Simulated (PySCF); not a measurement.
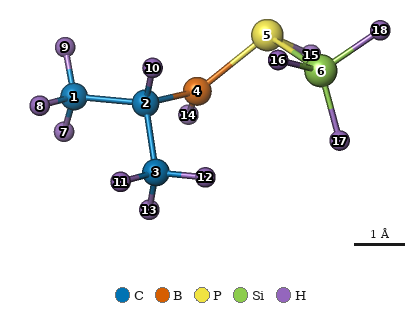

The structure (ball-and-stick view, seen at a tilt; atoms are numbered from 1 in the order of the input).

Run report: C3H12BPSi, NMR shielding calculation

The run: NMR shielding calculation of C3H12BPSi, SMILES CC(C)BP[SiH3]. Method and program: GIAO PBE0/pcSseg-1 NMR shielding, non-relativistic, gas phase (PySCF 2.14.0).

The geometry comes from this level: GFN2-xTB. Figures and captions count atoms from 1; the log counts them from 0 in places.

What the program printed:
```
coarse grid: 15032 points
cycle   1  E = -776.6659619493  dE =  2.391e-01  |g| = 3.811e-01  |ddm| = 3.577e+00
cycle   2  E = -776.6517652850  dE =  1.420e-02  |g| = 4.476e-01  |ddm| = 8.661e-01
cycle   3  E = -776.7084299394  dE = -5.666e-02  |g| = 3.980e-02  |ddm| = 5.229e-01
cycle   4  E = -776.7087573409  dE = -3.274e-04  |g| = 2.151e-02  |ddm| = 7.166e-02
cycle   5  E = -776.7088819435  dE = -1.246e-04  |g| = 3.329e-03  |ddm| = 2.826e-02
cycle   6  E = -776.7088845044  dE = -2.561e-06  |g| = 1.104e-03  |ddm| = 4.401e-03
final grid: 133152 points
cycle   7  E = -776.7425967928  dE = -4.072e-05  |g| = 8.153e-03  |ddm| = 2.932e-02
cycle   8  E = -776.7425866212  dE =  1.017e-05  |g| = 1.016e-02  |ddm| = 1.707e-02
cycle   9  E = -776.7426143357  dE = -2.771e-05  |g| = 5.960e-04  |ddm| = 1.033e-02
cycle  10  E = -776.7426144271  dE = -9.145e-08  |g| = 2.229e-04  |ddm| = 1.038e-03
cycle  11  E = -776.7426144409  dE = -1.381e-08  |g| = 4.267e-05  |ddm| = 2.687e-04
cycle  12  E = -776.7426144414  dE = -4.841e-10  |g| = 9.640e-06  |ddm| = 5.737e-05
```

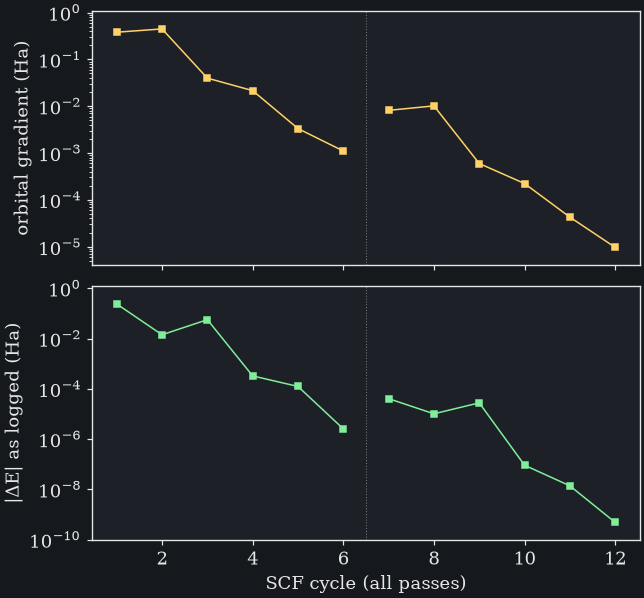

Convergence of the self-consistent field: orbital gradient and size of the energy change against the SCF cycle. The dotted line marks the change from a coarse to the final integration grid. The first 6 cycles use a coarse grid, the final grid takes over at cycle 7, and the field converges after 12 cycles in all.

```
converged SCF energy = -776.7426144414

GIAO shielding tensors (ppm)
atom      isotropic    diamagn.    paramagn.     s11        s22        s33       span
  0 C      163.832     246.136     -82.304    147.639    158.241    185.616     37.977
  1 C      155.863     249.453     -93.590    140.127    156.858    170.603     30.476
  2 C      168.970     250.069     -81.099    157.624    163.846    185.441     27.817
  3 B        7.839     197.017    -189.178    -88.718    -13.861    126.096    214.814
  4 P      528.062     970.858    -442.795    410.106    527.478    646.603    236.497
  5 Si     439.359     880.037    -440.678    417.414    435.961    464.701     47.287
  6 H       30.646      30.049       0.597     26.961     28.544     36.434      9.473
  7 H       30.561      29.710       0.852     26.317     28.316     37.050     10.733
  8 H       30.523      29.671       0.852     25.811     28.490     37.269     11.458
  9 H       29.741      34.889      -5.147     25.779     29.322     34.123      8.344
 10 H       30.569      31.323      -0.754     27.166     27.771     36.770      9.604
 11 H       30.840      33.003      -2.163     24.922     30.684     36.913     11.991
 12 H       31.023      31.905      -0.882     27.394     28.681     36.993      9.599
 13 H       23.157      31.966      -8.809     15.444     26.279     27.748     12.304
 14 H       29.227      31.497      -2.271     23.756     26.472     37.451     13.695
 15 H       27.355      30.153      -2.797     24.026     26.402     31.638      7.611
 16 H       27.443      29.590      -2.147     23.698     25.763     32.869      9.172
 17 H       27.585      28.547      -0.962     23.734     25.332     33.688      9.954
```

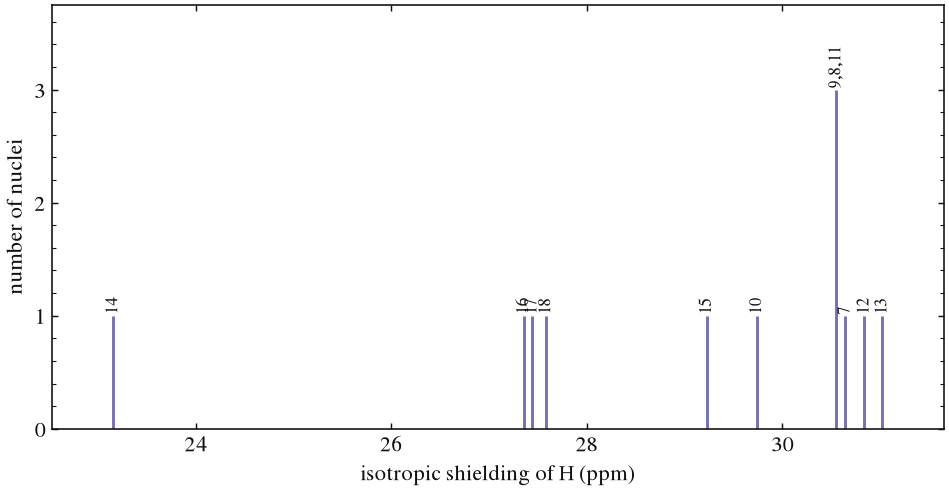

Isotropic shieldings of the hydrogen nuclei in this fixed geometry, labelled by atom number; shielding grows to the right, so chemical shift grows to the left. The least shielded is H14 (23.2 ppm), the most shielded H13 (31.0 ppm).

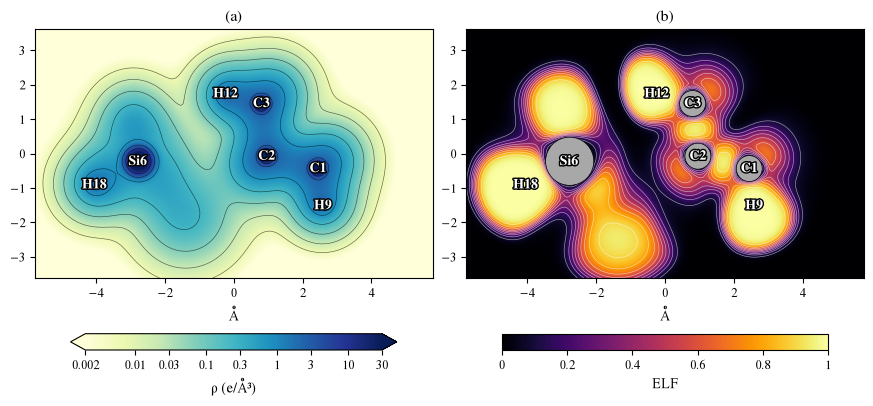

(a) electron density; (b) electron localisation function on the plane of atoms C1, C2 and C3. Grey discs, where drawn, cover atomic cores.

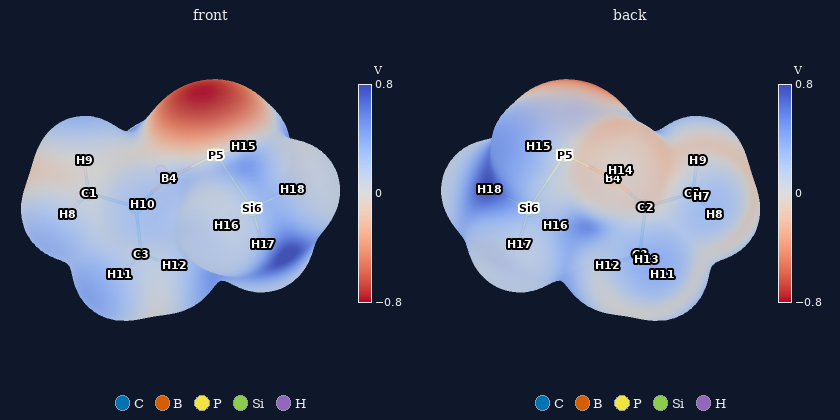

The molecular electrostatic potential painted on the density surface at 0.001 e/bohr³, seen at a tilt and from behind; red is negative and blue positive. A positive charge is drawn to the negative regions and a negative charge to the positive ones.

This output came from the following input.

The input:
```
{"job": {"kind": "nmr", "xc": "PBE0", "basis": "pcSseg-1"}, "charge": 0, "multiplicity": 1}
C     -2.301080     0.813753    -0.119771
C     -0.917595     0.200410     0.128890
C     -0.998472    -1.325022    -0.045341
B      0.186249     0.783404    -0.857177
P      1.797979     1.371944    -0.183283
Si     2.679080    -0.316670     0.963632
H     -2.622521     0.624594    -1.141886
H     -3.039763     0.387166     0.558050
H     -2.273893     1.890419     0.035605
H     -0.656025     0.391447     1.178247
H     -1.756967    -1.743741     0.614713
H     -0.042076    -1.790661     0.188589
H     -1.260210    -1.575261    -1.071586
H     -0.058053     0.922833    -1.995120
H      2.609695     1.348527    -1.299268
H      1.846411    -0.534191     2.145323
H      2.778045    -1.568347     0.202466
H      4.020439     0.125713     1.339632
```

The first line tells a small driver script what to run in PySCF; the rest is the geometry in Å.

Launched with:
```bash
OMP_NUM_THREADS=1 python <driver script> task.json out
```

Key numbers:

| quantity | value |
| --- | --- |
| outcome | converged |
| total energy | −776.742614 hartree |
| HOMO | −7.28 eV |
| LUMO | −1.43 eV |
| dipole moment | 0.99 D |
| isotropic shielding, C | 155.9 to 169.0 ppm |
| isotropic shielding, B | 7.8 ppm |
| isotropic shielding, P | 528.1 ppm |
| isotropic shielding, Si | 439.4 ppm |
| isotropic shielding, H | 23.2 to 31.0 ppm |
| hardware | 1 CPU thread, shared host |
| wall time | 20 s |
| peak memory | 0.81 GiB |
